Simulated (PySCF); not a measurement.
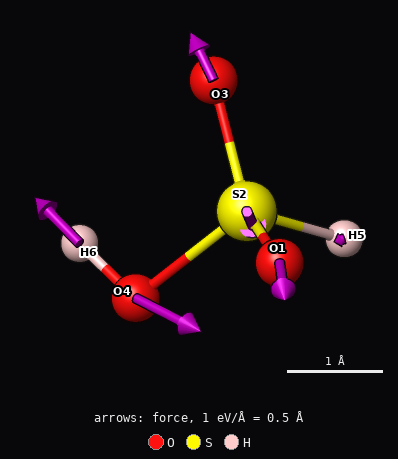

Starting geometry of H2SO3 with the computed forces as purple arrows. The picture is a ball-and-stick view, seen from a free direction.

The start comes from GFN2-xTB. Its atoms were then displaced at random by about 0.01 Å.

Computed with PBE0-D3(BJ)/def2-SVP geometry optimisation, gas phase (PySCF). 

What follows when this structure is relaxed?

Answer. It isn't relaxed: the largest force vector, on O4, is 1.94 eV/Å. The final displacements follow the starting forces only in part (cosine between the two patterns 0.52). The energy falls by 6.38 kJ/mol in 9 geometry steps. The largest moves after the best rigid fit, 0.036 Å, are those of O3 and H6. By element the largest moves are H 0.036 Å, O 0.036 Å, S 0.014 Å. Among the contacts that change: O4–H6 0.942 → 0.970 Å, O1–S2 1.417 → 1.438 Å, S2–O4 1.635 → 1.615 Å, S2–O3 1.430 → 1.447 Å.
